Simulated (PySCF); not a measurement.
**C₅H₈F₃NSi: density, localisation and related maps**

```xyz
18

N     2.0068   -1.7495   -0.1368
Si    0.9735   -0.7047    0.7443
C    -0.6939   -0.2465    0.0285
C    -1.7190   -0.9246   -0.5093
C    -2.5535    0.2878   -0.7804
C    -1.3849    1.0921   -0.1638
C     1.9747    0.9630    0.6877
F     1.3599    1.9726    1.3392
F     2.1728    1.4105   -0.5752
F     3.2035    0.8671    1.2340
H     2.6173   -1.3967   -0.8568
H     1.7394   -2.7002   -0.3259
H     0.9386   -1.1196    2.1452
H    -1.9020   -1.9689   -0.6920
H    -3.4900    0.3390   -0.2267
H    -2.7516    0.4924   -1.8318
H    -0.8796    1.7702   -0.8480
H    -1.6210    1.6222    0.7562
```

Geometry: GFN2-xTB.

These are results of PySCF 2.14.0, PBE0/pcSseg-1, SCF density, gas phase, non-relativistic, not measurements.

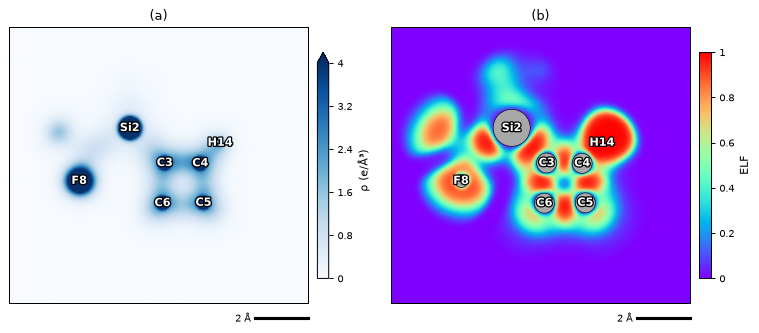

Figure 1. (a) total electron density; (b) ELF on the plane of atoms C3, C4 and C5. Grey discs cover the atomic cores in the ELF map.

What do the fields say about this system?

Atoms in the plane: Si, C, F and H.
C–C (1.34 Å): ρ is about 2.3 e/Å³ halfway; the ELF peaks at about 0.90 between the atoms; a short, multiple covalent bond.
C–Si (1.87 Å): ρ at the midpoint is about 0.96 e/Å³; the ELF peaks at about 0.95 between the atoms (localised, covalent bonding).
C–C (1.50 Å): the density is about 1.7 e/Å³ at the midpoint; the ELF peaks at about 0.95 between the atoms; localised, covalent bonding.
C–C (1.55 Å): the density is about 1.6 e/Å³ at the midpoint; the ELF peaks at about 0.95 between the atoms: a covalent bond.
The ELF also peaks beside F8 and F10, away from the bonds: lone-pair regions.

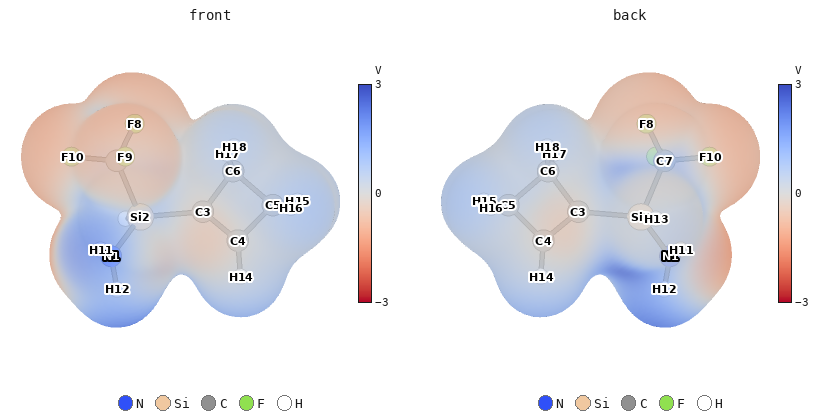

Figure 2. The electrostatic potential painted on the density surface at 0.002 e/bohr³, seen from the front and from behind; the colour scale runs from red (negative) to blue (positive).

Which sites attract a positive test charge, and which a negative one?

A positive charge is drawn to the negative regions and a negative charge to the positive ones. The most negative region (about −1.2 V) lies over N1, the most positive (about +2.0 V) over Si2. N1 is the likeliest acceptor of a hydrogen bond.
